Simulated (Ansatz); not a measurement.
Results of BLYP (Ansatz, an electronic-structure program, plane waves, PAW) for cubic perovskite KCdF₃.

Run with plane-wave cutoff 520 eV, 8×8×8 k mesh, Fermi–Dirac smearing 0.01 eV, scalar-relativistic PAW data made under PBE.

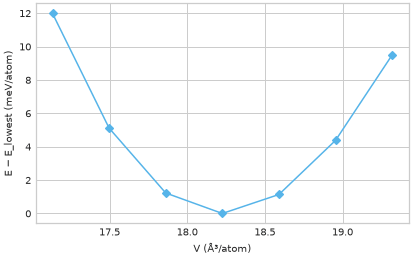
Figure: Total energy against volume

### Question
From the curve, estimate the equilibrium volume and the bulk modulus.

### Answer
V0 ≈ 18.2 Å³/atom and B0 ≈ 52 GPa; the fit gives V0 = 18.226 Å³/atom, B0 = 51.9 GPa, B′ = 4.8.

Note: the relaxation could not lower the start's symmetry, so the cell can be a saddle point above a distorted one.

Computed values are for the static lattice.

Computing time: roughly 50 core-seconds.
